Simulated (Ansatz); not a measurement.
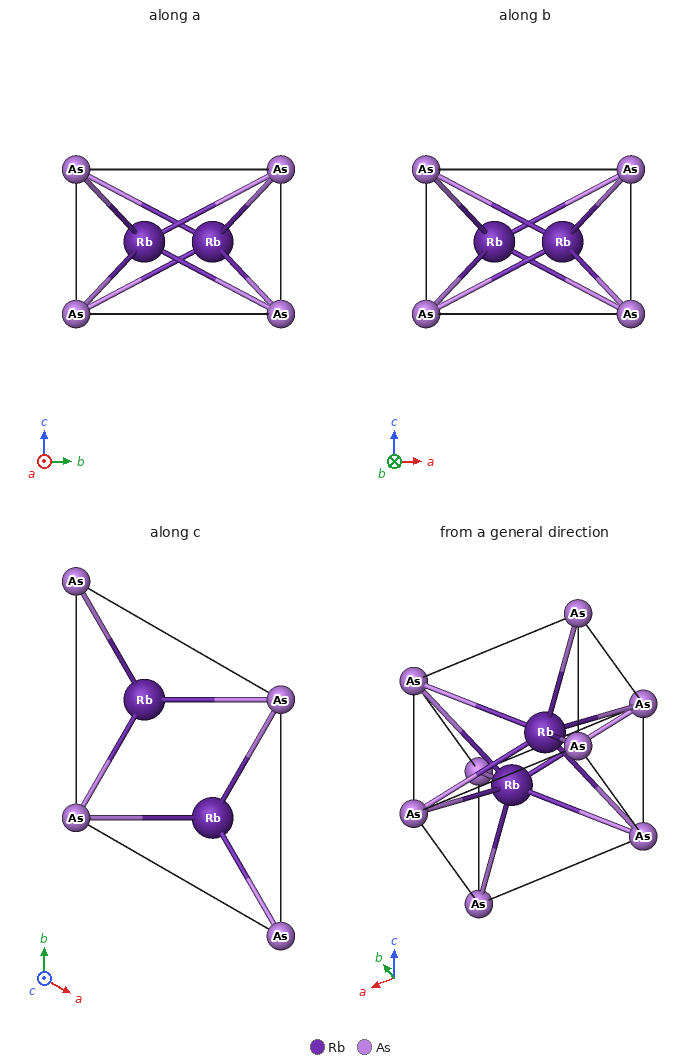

Ball-and-stick representation of a periodic structure, projected along the a axis, along the b axis, along the c axis and from a general direction. The lines enclose the conventional unit cell; boundary atoms appear with their images.

Pairs joined by sticks: As–Rb up to 4.41 Å (cut-off distances).

Q: Which compound is drawn?

A: Rb2As. The cell holds 2 Rb, 1 As, counting shared atoms by their share.

Q: Lattice type?

A: Primitive hexagonal.

Q: Determine the space group.

A: P6/mmm (No. 191), with Rb on 2d and As on 1a.

Q: Describe the bonded network.

A: The bonds build a three-dimensional framework.

The initial geometry was a textbook structure type filled with these elements (whether it is the usual form wasn't checked). The picture shows the end point of a geometry optimisation with Ansatz, DFT PBE, scalar-relativistic, plane waves, PAW.
